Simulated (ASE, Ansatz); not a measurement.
# Convergence of a linear-scaling basis for twisted Ti2CO2 MXene alternating trilayer, 77.90° (465 atoms), part 2 of 2

Wanted: errors and times of a linear-scaling basis for twisted Ti2CO2 MXene alternating trilayer, 77.90° (465 atoms). A setting counts as converged where the r.m.s. difference of forces stays under 1 % of the r.m.s. force.

Ansatz 0.2.0; Kohn-Sham DFT, r2SCAN+D4, PAW (set soft_2), plane waves.

The cell: 93 C, 186 Ti and 186 O. Beside vacuum, support functions can miss their usual error bounds without a warning. The main run has no spin polarisation. The Brillouin zone is sampled at Γ only, in a cell whose shortest periodic width is 15 Å.

So far. Step 2 (Plane-wave single point): Mean Löwdin charges: C -0.96, O -0.65, Ti +1.21 e (they miss 0.36 % of the electrons, so they add up to more than the cell's charge). The largest share in the top eV of filled states is C p (48 % of the projected weight), and in the lowest eV of empty states Ti d (85 % of the projected weight).

**3. Distances and neighbours (continued)**

Local excerpt of 13 atoms (numbers count through the whole input) about O409, picked at random; x, y, z are measured from there.

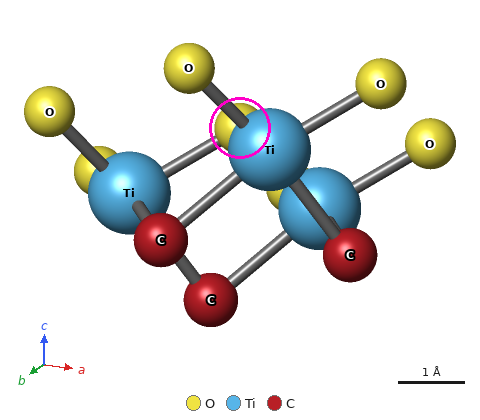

The atoms of the table, within 3.0 Å (arrows a, b, c point along x, y, z); some may hide others; the central atom is ringed.

```tsv
atom	x	y	z	distance (Å)	bonds	Löwdin charge (e)	Fx	Fy	Fz (eV/Å)
O409	0.00	0.00	0.00	0.00	3	-0.65	-0.07	-0.09	-0.12
Ti432	1.61	0.62	-0.89	1.94	6	1.21	0.18	0.54	0.06
Ti402	-0.27	-1.72	-0.90	1.97	6	1.21	0.00	-0.37	0.05
Ti407	-1.37	1.09	-0.90	1.97	6	1.21	0.20	0.22	-0.03
C406	-1.61	-0.64	-2.22	2.82	6	-0.96	-0.24	0.08	0.15
C431	1.36	-1.11	-2.20	2.82	6	-0.97	0.16	0.03	-0.07
C436	0.28	1.73	-2.21	2.82	6	-0.97	-0.04	-0.12	0.18
O384	-2.98	0.48	0.01	3.02	3	-0.65	-0.06	-0.12	-0.35
O434	2.99	-0.47	0.01	3.03	3	-0.65	0.02	-0.02	-0.39
O379	-1.90	-2.36	0.00	3.03	3	-0.65	0.00	0.00	-0.18
O439	1.91	2.35	0.01	3.03	3	-0.66	-0.06	-0.06	-0.45
O414	-1.10	2.83	0.02	3.04	3	-0.65	0.02	-0.14	-0.46
O404	1.11	-2.84	0.01	3.05	3	-0.66	-0.19	0.16	-0.35
```

The column of bonds counts only the pairs O-Ti within 2.64 Å, Ti-C within 2.64 Å; other neighbours, such as metal atoms beside each other in a compound, aren't counted, and periodic images can show an atom twice.

**4. Support functions medium**

With localised support functions most steps grow linearly with size, though the diagonalisation grows faster unless the density matrix is cut; this run measures error and cost at this size.

This step: Kohn-Sham DFT, r2SCAN+D4, PAW (set soft_2), localised support functions (medium) (Ansatz 0.2.0).

input.yaml

```yaml
crystal:
  lattice:
    - [16.8703, 0.0, 0.0]
    - [-8.43515, 14.61011, 0.0]
    - [0.0, 0.0, 31.11]
  atoms:
    [... the 465 atom lines of step 2 ...]
kpoints:
  mp_grid: { grid: [1, 1, 1] }
hamiltonian:
  xc: r2scan
  dispersion: d4
scf:
  occupations: { method: gaussian, width: 0.025 }
  eigensolver: { kind: { support_functions: { accuracy: medium } } }
  mixing: { beta: 0.2 }
  max_iter: 150
output:
  forces: true
```

On the command line:

```console
$ ansatz run input.yaml --threads 32 --pin off --max-ram 92160MiB --backend cuda --events-out ev --progress --plain --runs-dir out --max-vram 78GiB
```

Log:

```text
Warning: scf.eigensolver.kind.support_functions: disabling space-group detection — the functions' gradient is summed over unrotated k-points, so no spatial operation reduces the k-mesh or symmetrises the density; time reversal is kept, so that k and −k are solved as one point where they differ and the mesh holds both, and exact exchange and, on two spinor components, a DFT+U term hold to it where the run has them: [...]
settings of this run that can trade accuracy for cost: scf.eigensolver.kind.support_functions [...]
[...]
GPU FFT provider: cuFFT
GPU libraries: cuBLAS 13.8.1, cuFFT 12.4.0, cuSOLVER 12.3.2
[...]
Crystal: 465 atoms, lattice volume = 7667.898 Å³
Basis set: ecut = 500 eV, 194795 PW (Γ), exchange–correlation on 432×432×810 points (27 copies of the dense FFT grid, shifted against one another)
Bands: 2232, of which v1, the nominal top of the filled ones, is band 1860 counted from 1 (1859 counted from 0)
Symmetry: 1 space group operations
k-points: 1
[...]
GPU buffer pool allocated for 5598720 grid points (all kernels)
[...]
SCF iter   1: F=—  HF=-596077.200411 eV  |F-HF|=—  |Δ(HF+E_count)|=         —  Δρ=1.79e-1  dr2=2.96e3  dr2_τ=2.31e2  ethr=1.00e-1
[...]
SCF iter  22: F=—  HF=-595571.115204 eV  |F-HF|=—  |Δ(HF+E_count)|=   9.40e-5  Δρ=1.78e-5  dr2=1.89e-5  dr2_τ=1.97e-7  ethr=1.01e-9  κ⁻¹=2.0e-4(r=7)
SCF iter  23: F=-595571.115313 eV  HF=-595571.115297 eV  |F-HF|=1.60e-5  |Δ(HF+E_count)|=   9.34e-5  Δρ=6.98e-6  dr2=5.79e-6  dr2_τ=3.23e-7  ethr=5.07e-10
SCF 1 converged in 23 iterations: F = -595571.146506 eV  dr2 = 5.79e-6
[...]
SCF converged after 23 iterations
Stability not checked: this state was not tested for a lower state beside it, because the mixer in use, unlike msr1, does not test its closes by its own steps (another_mixer; see scf.mixing.algorithm and scf.lower_state_search)
Free energy (F): -595571.146506 eV
[...]
Internal energy: -595571.146506 eV  (E = F + TS)
E sigma→0 (E₀):  -595571.146506 eV
Fermi energy:    5.786800 eV
[...]
Σ components = -595571.146506   (vs F -595571.146506, Δ=0.00e0)
--- Forces (eV/Å), atoms counted from 1 ---
[... 465 lines of forces left out ...]
  max |Σ_I F_I| component: 1.99e-3 eV/Å
--- Band table (eV) ---
[... left out ...]
  guard bands above this table: 323 of the run's 2232 bands (output.publish_guard_bands: true publishes all)
```

Run time: 37 s. Hardware: 1 × NVIDIA GB200 with 32 threads of Arm Neoverse V2, shared host; peak memory 4.3 GiB; 1.7 min of CPU time.

That memory is the host's; the program planned up to 33.4 GiB on the GPU.

The program notes that the band table was not solved further than the SCF left it and it switched symmetry off.

Keys that differ from the reference: support_functions.accuracy = "medium", scf.max_iter = 150 and scf.mixing.beta = 0.2.

Forces differ from the reference by 0.47 meV/Å r.m.s., 0.21 % of their size, well within a tolerance of 1 %; the energy by -4.6 meV/atom. It took 37 s and 23 cycles; the reference's time can't be set against it, since the two runs asked for unlike analyses. The two runs also began from different starting densities, which bears on cycles and time.

**5. All settings compared**

Differences are against the plane-wave reference (Kohn-Sham DFT, r2SCAN+D4, PAW (set soft_2), plane waves), whose r.m.s. force component is 0.223 eV/Å. Energies are set beside the reference only for runs with its functional, potentials and electron count. Times are for 1 × NVIDIA GB200 with 32 threads of Arm Neoverse V2, shared host. The reference's time includes the DOS, which some other runs skip.

```tsv
run	Δ force, r.m.s. (meV/Å)	share of r.m.s. force (%)	Δ energy (meV/atom)	Δ gap (eV)	cycles	time	host memory (GiB)	planned on the GPU (GiB)
reference	-	-	-	-	15	22 s	6.1	49
support functions medium	0.473	0.212	-4.58	0.0013	23	37 s	4.3	33
```

**6. What came out**

```yaml
free_energy_per_atom: -1280.7936 eV/atom
r_m_s_force_component: 0.2227 eV/Å
spacing_of_highest_filled_and_lowest_empty_level: 0.6608 eV
wall_time_of_the_2_dft_runs: 60 s
```

**Reading.** Against plane waves at 500 eV, the forces differ by 0.47 meV/Å (0.21 %) with support functions medium. At 465 atoms the run with support functions medium takes roughly 1.7 times the time of plane waves (whose run also made extra analyses, so the like-for-like ratio is larger), in 23 SCF cycles against 15. Differences between support functions and plane waves include what basis error the plane-wave run still has.

Between filled and empty levels lie 0.661 eV at Γ alone; the mesh holds the band edges only if they fold onto it, so the gap at this level can be narrower or closed, while semilocal functionals tend to narrow gaps against experiment. By these cutoffs all C atoms have 6, all O atoms have 3 and all Ti atoms have 6 bonded neighbours.

Caveats: The geometry was built by rule, was displaced at random and isn't relaxed at this level: its force components are 0.22 eV/Å r.m.s.

[Logs are printed without paths, hosts, clocks, repeated set-up lines and the standing remarks that a program may print on its own settings, such as how far it seeks lower states.]

[Hosts, paths, dates, database ids (printed as entryN), source tags and the programs' standing remarks are cut or masked in the printed files.]
